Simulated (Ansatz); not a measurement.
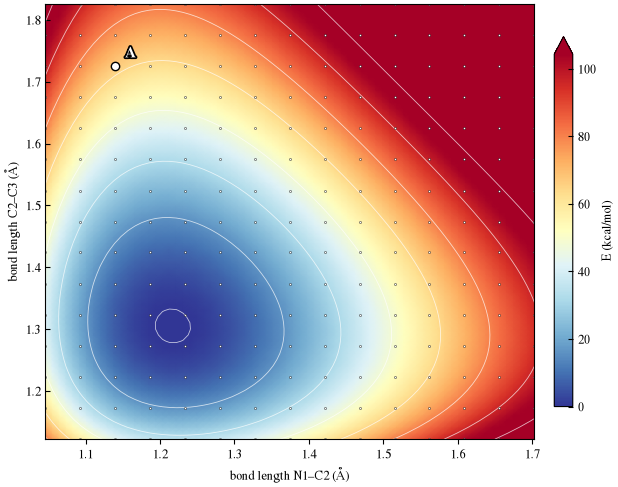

C2H2BrN, SMILES N=C=CBr. Coordinates scanned: (1) bond length N1–C2; (2) bond length C2–C3. Nothing is relaxed (all other coordinates rigid). The scan uses a 15 × 15 grid. Energies are in kcal/mol, from the lowest grid point. All numbers below come from RKS PBE0-D4/def2-TZVP (Ansatz 0.2.0).

In the figure: a smooth colour map with a few white contour lines, dots at the grid points, one colour for all values above the top of the scale, the point A. Between grid points the surface is interpolated.

Question: Which way does the force act at A, and how strong is it?

Answer: A, at bond length N1–C2 = 1.140 Å, bond length C2–C3 = 1.726 Å, is not a stationary point. The computed force is 161 kcal/mol for each Å towards larger values of bond length N1–C2 and 194 kcal/mol for each Å towards smaller values of bond length C2–C3.
